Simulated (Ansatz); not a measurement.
# MgBe3S4: relaxing a made-up structure, part 2 of 2

This structure for MgBe3S4 is made up. Its elements were placed in a known structure type with a cell scaled to their sizes. What cell does the guess relax to, and how far off was it?

Ansatz 0.2.0; DFT, PBE, plane-wave PAW, files of the set soft_1, scalar-relativistic, no spin, cell and ions relaxed at zero pressure; PAW set soft_1 (the session's first sound run).

So far: Set-up; Relaxation of the guess.

## Step 3: Bands of the relaxed cell

With the geometry fixed, one more self-consistent run, with a narrower smearing and the mesh shown in its input, gives the bands, and its pressure, and its forces where symmetry allows any, show how far the geometry depends on these settings.

This step: DFT, PBE, plane-wave PAW, files of the set soft_1, scalar-relativistic, no spin, bands and density of states at the relaxed cell; PAW set soft_1 (Ansatz 0.2.0).

The input, input.yaml:

```yaml
crystal:
  lattice:
    - [5.8864432702, 0.0, 0.0371668367]
    - [0.0, 3.559991326, 0.0]
    - [-0.0352588649, 0.0, 6.2978513242]
  atoms:
    - { symbol: S, position: [0.6365208675, 0.0, 0.304319418] }
    - { symbol: S, position: [0.6432308856, 0.5, 0.8647748888] }
    - { symbol: S, position: [0.1336279875, 0.5, 0.1637446793] }
    - { symbol: S, position: [0.0871091656, 0.0, 0.6600008373] }
    - { symbol: Mg, position: [0.4969896038, 0.0, 0.6605186735] }
    - { symbol: Be, position: [-0.0005674552, 0.0, 0.3216424341] }
    - { symbol: Be, position: [0.9957212196, 0.5, 0.8378132083] }
    - { symbol: Be, position: [0.5034677256, 0.5, 0.1642858607] }
kpoints:
  mp_grid: { grid: [6, 10, 6] }
  band_path:
    path:
      - [[0.0, 0.0, 0.0], [0.0, 0.0, -0.5], [-0.49966593, 0.0, -0.50038244], [-0.5, 0.0, -0.5], [-0.5, -0.5, -0.5], [-0.50033407, -0.5, -0.49961756], [-0.5, -0.5, 0.0], [-0.5, 0.0, 0.0], [-0.50033407, 0.0, -0.49961756]]
      - [[-0.49966593, -0.5, -0.50038244], [0.0, -0.5, -0.5], [0.0, -0.5, 0.0]]
      - [[0.0, 0.0, -0.5], [0.0, -0.5, -0.5]]
    npoints: 7
scf:
  occupations: { method: fermi_dirac, width: 0.03 }
  n_extra_bands: 12
hamiltonian:
  xc: pbe
  pseudopotentials: { kind: paw, azcp: { folder: soft_1 } }
output:
  forces: true
  stress: true
  write_bands: true
  dos: { projected: true }
  write_density: true
  write_potential: true
  elf: true
  volumetric_format: npy
```

The run is started by

```
$ ansatz run input.yaml --threads 4 --pin off --max-ram 10240MiB --backend cpu --events-out ev --progress --plain --runs-dir out
```

Numbers of over 12 decimals in the logs are rounded to 6 here.

The program printed:

```text
[...]
Crystal: 8 atoms, lattice volume = 131.980 Å³
Basis set: ecut = 420 eV, 2585 PW (Γ), exchange–correlation on 80×48×90 points (8 copies of the dense FFT grid, shifted against one another)
Bands: 32, of which v1, the nominal top of the filled ones, is band 20 counted from 1 (19 counted from 0)
Symmetry: 2 space group operations
[...]
k-points: 120 of 360 (time reversal used)
[...]
SCF iter   1: F=—  HF=-5819.822829 eV  |F-HF|=—  |Δ(HF+E_count)|=         —  Δρ=4.48e-2  dr2=2.93e0  ethr=3.10e-3  ⟨swp⟩=9.9  Hψ=23684  notcnv=0  defer=23
[...]
SCF iter   8: F=-5818.979902 eV  HF=-5818.979902 eV  |F-HF|=5.01e-9  |Δ(HF+E_count)|=   3.84e-7  Δρ=3.24e-6  dr2=1.86e-8  ethr=2.50e-10  ⟨swp⟩=18.5  Hψ=34468  notcnv=0
SCF 1 converged in 8 iterations: F = -5818.979902 eV  dr2 = 1.86e-8
[...]
NSCF: frozen V_eff on 80 k-points
SCF converged after 8 iterations
Free energy (F): -5818.979902 eV
[...]
Internal energy: -5818.979902 eV  (E = F + TS)
E sigma→0 (E₀):  -5818.979902 eV
Fermi energy:    6.659911 eV
[...]
--- Forces (eV/Å), atoms counted from 1 ---
  atom   1  S      0.00239203    -0.00000000     0.00133798
  atom   2  S      0.00178306     0.00000000    -0.00679717
  atom   3  S     -0.00251660    -0.00000000    -0.00022446
  atom   4  S     -0.00524715     0.00000000    -0.00178345
  atom   5  Mg    -0.00012608     0.00000000    -0.00086769
  atom   6  Be    -0.00426557     0.00000000    -0.00643089
  atom   7  Be    -0.00047972    -0.00000000     0.00838285
  atom   8  Be     0.00850378     0.00000000     0.00637544
  max |Σ_I F_I| component: 4.38e-5 eV/Å
--- Stress (GPa, compression-positive) ---
       -0.009009       0.000000      -0.003998
        0.000000      -0.011275       0.000000
       -0.003994       0.000000       0.032122
  P = ⅓ Tr σ = 0.0039 GPa (0.039 kbar)
--- Band table (eV; the first three rows and the last of 120) ---
  k-point 0: bands = [... 16 lower, 3.9906, 4.4387, 4.5974, 4.7961, 8.7321, 9.1155, 9.4066, 9.9970, ... 8 higher]
  k-point 1: bands = [... 16 lower, 3.9719, 4.2237, 4.4149, 4.7746, 8.8205, 9.3797, 9.6029, 10.1201, ... 8 higher]
  k-point 2: bands = [... 16 lower, 3.4837, 3.9720, 4.2386, 4.7188, 9.0289, 9.5323, 9.9770, 10.3827, ... 8 higher]
  k-point 119: bands = [... 16 lower, 2.8376, 3.1708, 3.3747, 3.7057, 8.5284, 8.5871, 8.7705, 9.3994, ... 8 higher]
```

It took 6 s on 4 threads of AMD EPYC 9B45 (Zen 5), shared host; peak memory 0.7 GiB; 23 s of CPU time.

In the SCF lines HF is the Harris–Foulkes energy and dr2 the Hartree energy of the density residual, in eV; the loop may stop once dr2 is under the threshold and the program's other checks hold. Hψ counts applications of the Hamiltonian.

This step gave:

| Property | Result |
| --- | --- |
| free energy | -5818.9799 eV |
| Fermi energy | 6.660 eV |
| gap by band count | 3.732 eV |
| pressure | 0.003946 GPa |
| gap on the k-mesh | 3.732 eV |

From bands.tsv. The electronic bands at the labelled points (eV, zero at the valence top; v1 is the highest filled band, c1 the lowest empty one):

```
    point     v4     v3     v2     v1    c1    c2    c3    c4
        Γ  -0.81  -0.36  -0.20   0.00  3.94  4.32  4.61  5.20
        Y  -0.94  -0.82  -0.81  -0.11  4.44  4.58  5.40  5.69
        H  -1.51  -1.43  -1.03  -0.31  4.31  4.57  4.81  5.27
        C  -1.51  -1.43  -1.03  -0.31  4.31  4.57  4.81  5.27
        E  -1.96  -1.63  -1.42  -1.09  3.73  3.79  3.97  4.60
       M1  -1.96  -1.63  -1.42  -1.09  3.73  3.79  3.97  4.60
        A  -1.93  -1.72  -1.67  -0.78  4.68  4.90  4.99  5.78
        X  -1.02  -0.86  -0.46  -0.16  3.88  3.95  4.75  5.33
       H1  -1.51  -1.43  -1.03  -0.31  4.31  4.57  4.81  5.27
jump to M  -1.96  -1.63  -1.42  -1.09  3.73  3.79  3.97  4.60
        D  -1.92  -1.85  -1.12  -0.81  3.79  4.01  4.79  5.23
        Z  -2.06  -1.96  -1.68  -1.61  4.11  4.49  6.12  6.67
jump to Y  -0.94  -0.82  -0.81  -0.11  4.44  4.58  5.40  5.69
        D  -1.92  -1.85  -1.12  -0.81  3.79  4.01  4.79  5.23
```

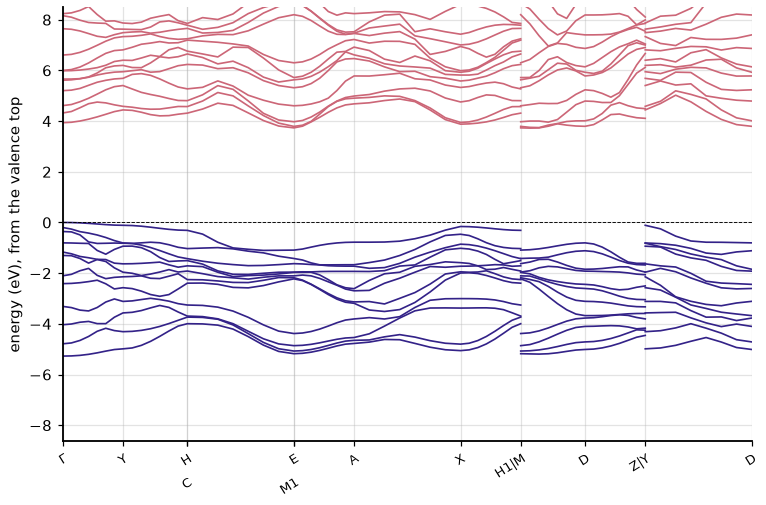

Electronic bands along the path; lines of filled and empty bands in two colours.

Counts of states for the cell as run, both spins, by energy window (eV from the valence-band top):

| from | to | total |
| --- | --- | --- |
| -8 | -7 | 0.00 |
| -7 | -6 | 0.00 |
| -6 | -5 | 0.21 |
| -5 | -4 | 4.91 |
| -4 | -3 | 4.04 |
| -3 | -2 | 5.51 |
| -2 | -1 | 6.26 |
| -1 | 0 | 3.07 |
| 0 | 1 | 0.00 |
| 1 | 2 | 0.00 |
| 2 | 3 | 0.00 |
| 3 | 4 | 0.23 |
| 4 | 5 | 4.58 |
| 5 | 6 | 4.41 |
| 6 | 7 | 6.18 |
| 7 | 8 | 5.17 |

Below -8 eV lie 16.0 more states.

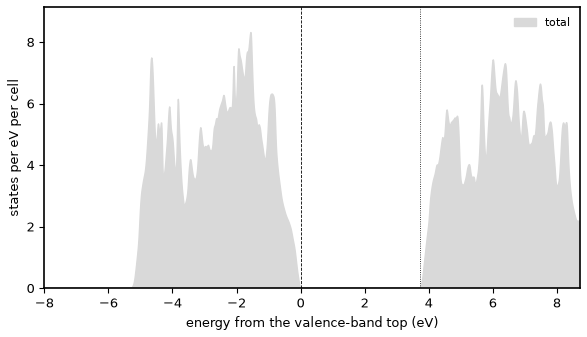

Total density of states, smoothed over about 0.04 eV. The dotted line marks the lowest empty level found on the path.

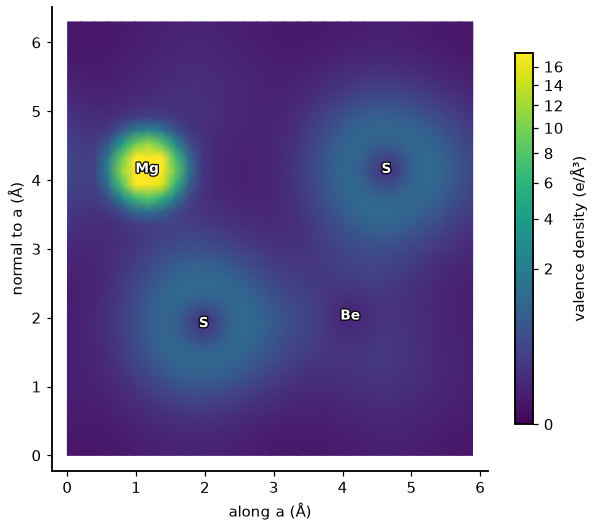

Valence density in the ac plane at fractional y = 0.000, with atoms of S and Mg and Be within 0.2 Å of it. It is the smooth field of the valence electrons, not physical close to the nuclei. The map starts off the cell's origin, so that atoms lie inside it. The colour scale is stretched toward low values.

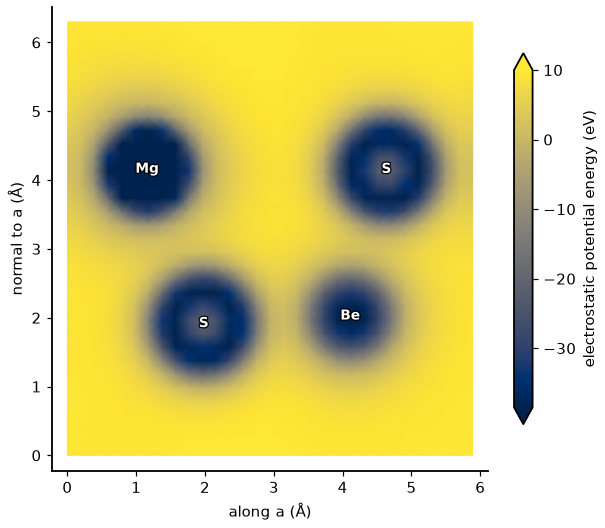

Electrostatic potential energy in the ac plane at fractional y = 0.000, with atoms of S and Mg and Be within 0.2 Å of it. With pseudopotentials it is smooth inside the atoms' cores, unlike the true potential. The map starts off the cell's origin, so that atoms lie inside it.

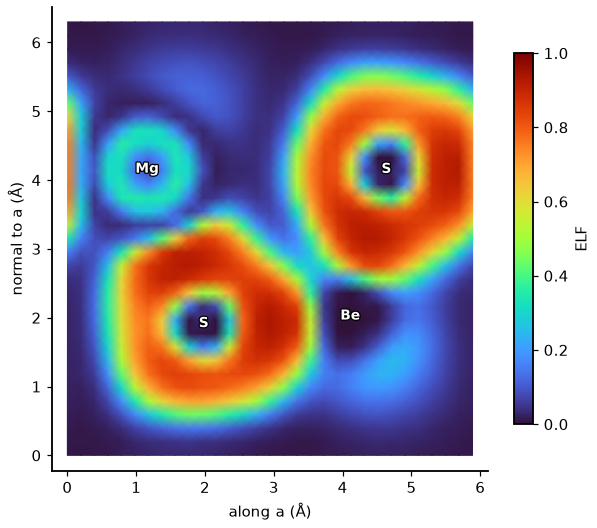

ELF in the ac plane at fractional y = 0.000, with atoms of S and Mg and Be within 0.2 Å of it. It is the smooth field of the valence electrons, not physical close to the nuclei. The map starts off the cell's origin, so that atoms lie inside it.

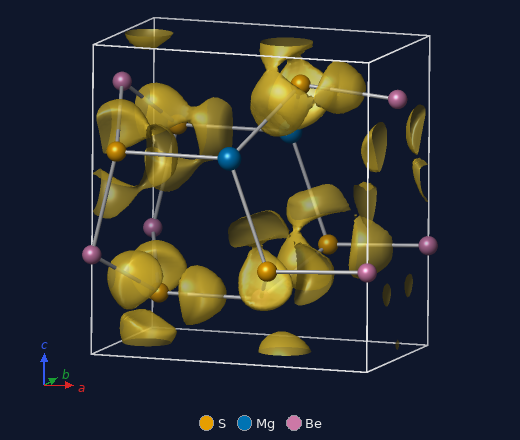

Surface of ELF = 0.85.

## Step 4: What came out

- space group, relaxed: Pm
- conventional cell: a = 5.887, b = 3.560, c = 6.298 Å; α = 90.0°, β = 90.0°, γ = 90.0°
- volume per atom: 16.50 Å³ (guess 18.41)

In words: MgBe3S4 relaxes to Pm with a = 5.887, b = 3.560 and c = 6.298 Å. The guessed volume was 12 % too large. The space group Pm was held in the relaxation, so the end point is a stationary structure within it and may be a saddle against distortions or other arrangements. It has an indirect Kohn–Sham gap of 3.72 eV, which semilocal functionals understate. On the 6×10×6 mesh with the narrower smearing (relaxed on 5×7×4) the largest force component is 0.009 eV/Å and the largest stress component is 0.032 GPa, within the relaxation's thresholds of 0.015 eV/Å and 0.05 GPa. The cutoff wasn't tested. No dispersion term is used, so weakly bound directions may come out too long. Nothing here tests whether the compound is stable against decomposition.

[Logs are printed without paths, hosts, clocks, repeated set-up lines and the standing remarks that a program may print on its own settings, such as how far it seeks lower states.]

[Hosts, paths, dates, database ids (printed as entryN), source tags and the programs' standing remarks are cut or masked in the printed files.]
